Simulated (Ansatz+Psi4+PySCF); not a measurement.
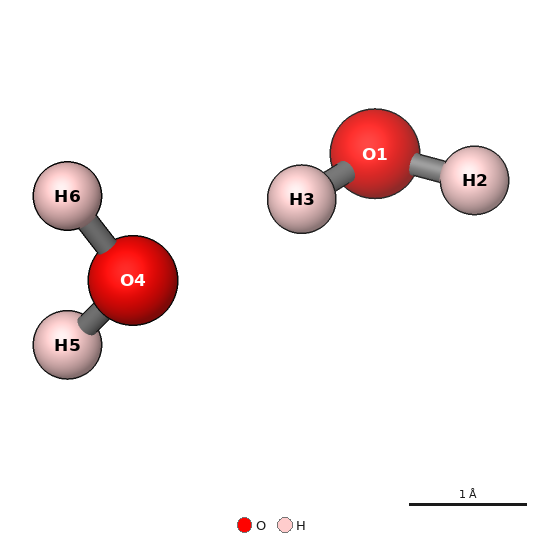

Figure made from data computed with Ansatz+Psi4+PySCF.

Numbered structure. State: charge +1, doublet. Geometry: a fixed input geometry, not necessarily a minimum.

List the bonds and their lengths.

| bond | length (Å) |
| --- | --- |
| O1–H2 | 0.957 |
| O1–H3 | 0.964 |
| O4–H5 | 0.959 |
| O4–H6 | 0.959 |
